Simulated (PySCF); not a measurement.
**BrH, SMILES `Br`: what the electrons do**

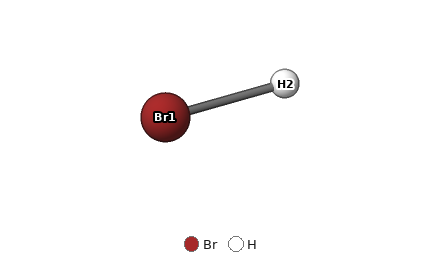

The molecule, with its atoms numbered as below. No frequency check shows the geometry to be a minimum.

Geometry (Å), atoms numbered from 1:

```
Br1      0.0389    0.0000    0.0000
H2      -1.3627    0.0000    0.0000
```

Part 1: Bonding charge

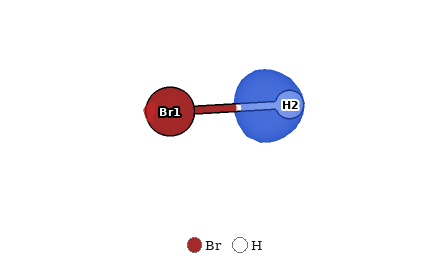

Deformation density (molecule less spherical, spin-averaged free atoms at the same positions), surfaces at ±0.19 e/Å³; blue: gain, red: loss.

Method: PBE0/def2-TZVP; geometry: GFN2-xTB; program: PySCF.

Q: How much density has each bond gained at its critical point, relative to the free atoms?

A: Br1–H2: +0.37 e/Å³ at the bond critical point (bond length 1.40 Å, Mayer order 1.0). In all, 0.4 electrons gather in the regions of gain relative to the promolecule.

Q: Where do the Hirshfeld charges lie?

A: The highest Hirshfeld charge is on H2 (+0.09 e), the lowest on Br1 (−0.09 e).

Part 2: Bond critical points

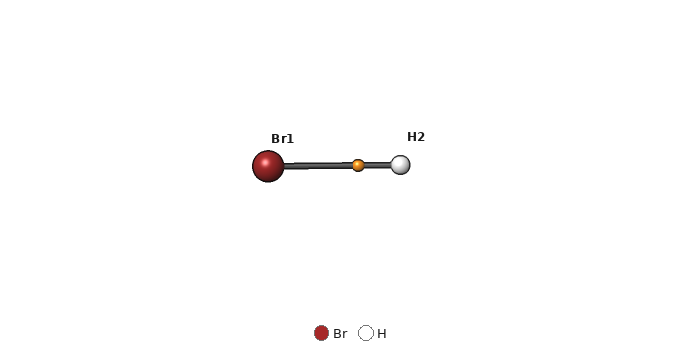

Molecular graph of the electron density (QTAIM): bond paths, bond critical points (orange), ring points (yellow, if any); weak paths are dashed.

Q: How many critical points of each kind are there, and does the count close?

A: 2 nuclei, 1 bond, 0 ring and 0 cage critical points: 2 − 1 + 0 − 0 = 1, as the Poincaré–Hopf relation requires.

Q: Tabulate density, Laplacian, ellipticity and energy density at the bond critical points (atomic units).

A:
```
  bond  length (Å)  ρ (a.u.)  ∇²ρ (a.u.)     ε  H (a.u.)
Br1–H2       1.402     0.208       −0.48  0.00    −0.183
```

Q: What kind of interaction is Br1–H2?

A: Shared-shell (covalent): ρ = 0.208, ∇²ρ = −0.48, H = −0.183 a.u.

Part 3: Electrostatic potential

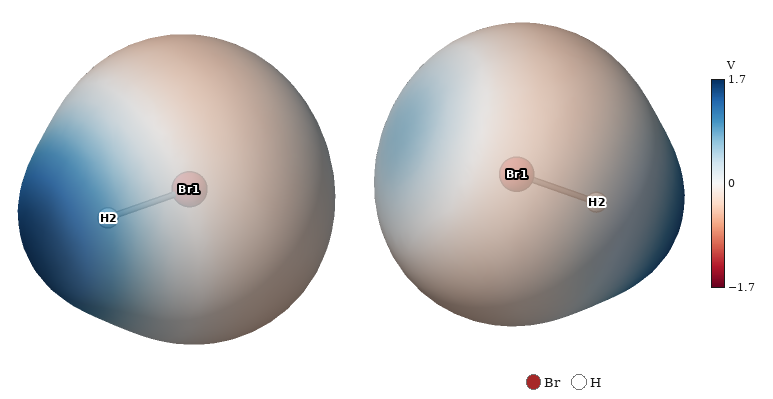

Electrostatic potential on the surface of electron density 0.001 a.u. (back view left, front view right).

Q: Where are the extremes of the potential on the surface?

A: Highest: 1.67 V, 1.3 Å from H2. Further maxima include 0.66 V, 2.0 Å from Br1. Lowest: −0.38 V, 2.3 Å from Br1, and at like points elsewhere. The surface is sampled at points, so like sites can differ by a few per cent and only the strongest of them is named.

Q: Does Br1 carry a σ-hole?

A: Yes: a local maximum of +0.66 V lies on the extension of the H2–Br1 bond.

Q: What volume does the surface enclose, and what is the dipole moment?

A: About 48 Å³; the dipole moment is 0.9 D.

Part 4: In an electric field

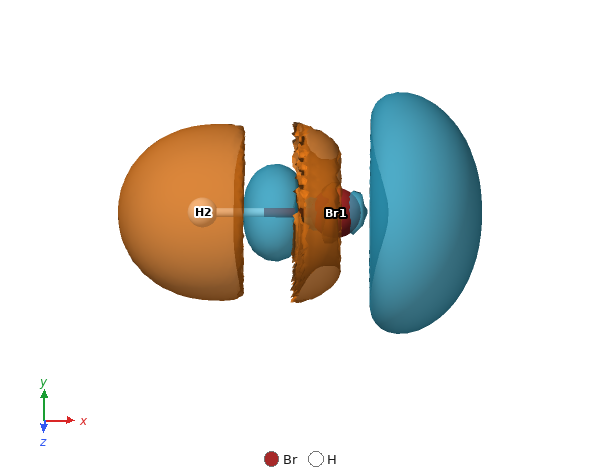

Change of the electron density in a uniform field of 0.21 V/Å, surfaces at ±0.0015 e/Å³ (light blue: gain, orange: loss).

Level of theory: PBE0/def2-TZVP (PySCF), at a geometry from GFN2-xTB. A basis without diffuse functions makes polarisabilities too small.

The field was applied in both directions; the picture shows the one opposite to the script's first.

Q: Along which Cartesian direction does the field point?

A: Along −x: electrons gather on the +x side, against the field.

Q: What dipole is induced, and what polarisability does it imply?

A: The induced dipole is 0.22 D (along the field); α along this axis, from the fields in both directions, is 22 bohr³ (3.2 Å³).

The PySCF runs shown took 2.3 s and 3.3 s on 1 thread of Intel(R) Xeon(R) 6975P-C (Granite Rapids), on a shared host.
